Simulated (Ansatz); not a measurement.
Response to strain in CoSn

Take CoSn (space group P6/mmm, No. 191; non-magnetic) as the base.

```yaml
crystal:
  lattice:
    - [5.24146, 0.00000, 0.00000]
    - [-2.62073, 4.53924, 0.00000]
    - [0.00000, 0.00000, 4.18715]
  atoms:
    - { symbol: Co, position: [0.50000, 0.00000, 0.00000] }
    - { symbol: Co, position: [0.50000, 0.50000, 0.00000] }
    - { symbol: Co, position: [0.00000, 0.50000, 0.00000] }
    - { symbol: Sn, position: [0.00000, 0.00000, 0.00000] }
    - { symbol: Sn, position: [0.33333, 0.66667, 0.50000] }
    - { symbol: Sn, position: [0.66667, 0.33333, 0.50000] }
```

Cartesian axes are those of the cell as printed.

Strains are applied to the cell and any free atomic positions relax; under biaxial strain the out-of-plane vector relaxes too.

The values are results of r2SCAN in Ansatz (plane waves to 500 eV, PAW, no spin-orbit coupling), earlier PAW set, not measurements.

Notes on the quantities. pressure: mean of the normal stresses, compression positive.

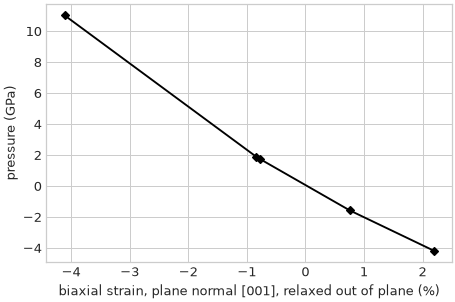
Fig. 1. Pressure against biaxial strain, plane normal [001], relaxed out of plane

Q: From the plot, what is the pressure for biaxial strain +0.76 %, plane normal [001], relaxed out of plane?

A: About -2 GPa.

Q: Is the trend monotonic over the range shown?

A: Yes, it falls throughout, spanning -4.2 GPa to 11.0 GPa.

Without a gap, meshes like the base's 10×10×11 leave anisotropic stresses uncertain by several tenths of a GPa, and small strain energies with them. No phonon test of stability was made. Starting moments died away, wholly or in part, for the base; another magnetic solution may exist. All final runs are without spin polarisation.

Ansatz is a first-principles code.
